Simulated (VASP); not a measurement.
Band structure of SnS₂ (1T layered). Calculation: PW91 GGA, VASP's PBE PAW potentials (set 64) (plane waves; VASP).

Without a dispersion term in the relaxation, distances and binding between the weakly bound layers, chains or molecules are unreliable, and so is what depends on them. Unless said otherwise, spin-orbit coupling is left out, though it shifts the bands of the heavy elements here.

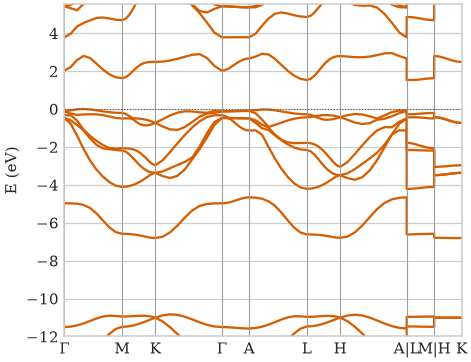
Fig. 1. Bands along high-symmetry lines, zero at the valence-band maximum or, without a gap, the Fermi level

**Question.** Read the plot: is there a gap, and where are the band edges?

**Answer.** The gap is indirect, 1.53 eV, from the valence maximum at Γ-M at 0.33 to the conduction minimum at L. (Edges off the drawn lines would not show.)

Measured: gap 2.18 eV (computed value off by -0.65 eV), as given by Joseph M. Gonzalez et al., Physical Review B (2016), arXiv:1609.04381.

The compound is SnS2 in the 1T layered structure. It was relaxed first, which changed the volume by +18 %.
